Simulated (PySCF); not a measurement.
Vertical excitations of a molecule C₂H₈OSi₂ from TDDFT-PBE/def2-SVPD in PySCF, as energy in eV (oscillator strength): 5.27 (0.001), 5.47 (0.026), 5.49 (0.025), 5.84 (0.001), 5.91 (0.006), 5.99 (0.019), 6.01 (0.007), 6.09 (0.034), 6.36 (0.127), 6.54 (0.017). Lowest triplet (TDA): 4.86 eV. Coordinates come from a TPSSh-D3(BJ)/def2-SVP optimisation. Other conformers were not sampled.

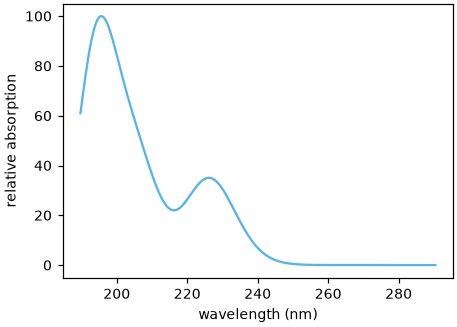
*The lines broadened by 0.4 eV.*

Problem. Identify the compound among the candidates.
A. O=C[SiH2]C[SiH3]
B. C1C[SiH2]O[SiH2]1
C. C[Si@H]1CO[SiH2]1
D. [SiH3]/C=C\O[SiH3]

Solution. C, C[Si@H]1CO[SiH2]1
